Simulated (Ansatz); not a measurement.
A computed series for Ti: response to strain

The parent structure is Ti in the hcp (Mg type) structure (space group P6_3/mmc, No. 194; a = 2.9364 Å, c = 4.6402 Å; relaxed with 0.1 eV smearing). Axes: x lies along a and z along c of the hexagonal cell.

Strains are applied to the cell and any free atomic positions relax.

Method: plane-wave PAW DFT at the r2SCAN level (Ansatz, a quantum-chemistry and plane-wave program, 500 eV), no spin-orbit coupling.

Notes on the quantities. energy relative to the base: free energy F.

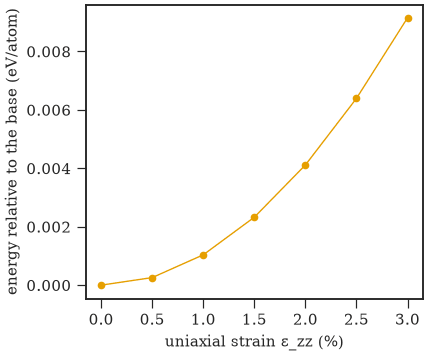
*Energy relative to the base against uniaxial strain ε_zz*

| uniaxial strain ε_zz (%) | energy relative to the base |
|---|---|
| 0.5 | +0.3 meV/atom |
| 1 | +1.0 meV/atom |
| 1.5 | +2.3 meV/atom |
| 2 | +4.1 meV/atom |
| 2.5 | +6.4 meV/atom |
| 3 | +9.1 meV/atom |

Stability against distortions was not tested. All final runs are without spin polarisation.
